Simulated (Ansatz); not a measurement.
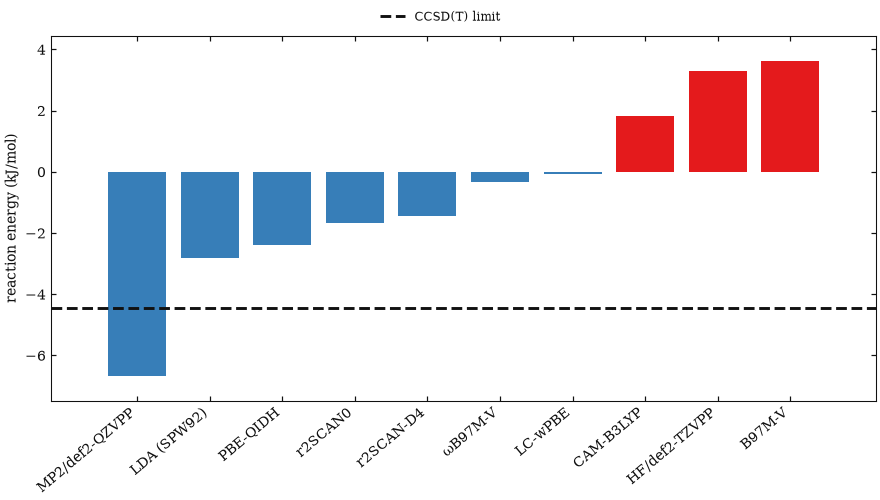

Electronic reaction energy of CH₅BrGe ([CH3][GeH2][Br]) + HI (I) → CH₅GeI ([CH3][GeH2][I]) + HBr (Br) (SMILES in brackets) at several levels (functionals in def2-TZVPP unless a basis is named), isolated molecules at PBE0-D4 triple-zeta geometries, minima by their frequencies, no zero-point or thermal terms, the Ansatz code. The line is frozen-core CCSD(T) at the basis limit (MP2 extrapolated from triple and quadruple zeta, plus CCSD(T) less MP2 in a smaller set). PBE-QIDH holds a correlation term that converges slowly with the basis, so part of the distance to the limit is basis error. No dispersion term is added to PBE-QIDH, r2SCAN0, LC-wPBE and CAM-B3LYP. The distance of MP2/def2-QZVPP to the limit includes basis error. Core potentials past Kr. The limit lies 4.9 kJ/mol from CCSD(T)/def2-TZVPP, so the line itself is uncertain by a part of that.

What do zero-point energy and temperature add?

Answer. Zero-point change 1.2 kJ/mol; at 298.15 K and 1 bar the CCSD(T) limit plus thermal terms gives an enthalpy of reaction of −2.9 and a free energy of −3.0 kJ/mol (harmonic PBE0-D4 modes, ideal gas).

Give the values.

Answer.
```csv
level,kJ/mol,less CCSD(T) limit
MP2/def2-QZVPP,−6.7,−2.2
LDA (SPW92),−2.8,1.6
PBE-QIDH,−2.4,2.1
r2SCAN0,−1.7,2.8
r2SCAN-D4,−1.4,3.0
ωB97M-V,−0.3,4.1
LC-wPBE,−0.1,4.4
CAM-B3LYP,1.8,6.3
HF/def2-TZVPP,3.3,7.7
B97M-V,3.6,8.1
CCSD(T) limit,−4.4,0.0
```

Note: no scalar relativity up to krypton; outer-core shells are correlated without core-valence functions, which makes the correlated values less sure; spin-orbit coupling is left out, and with I it can shift these values.
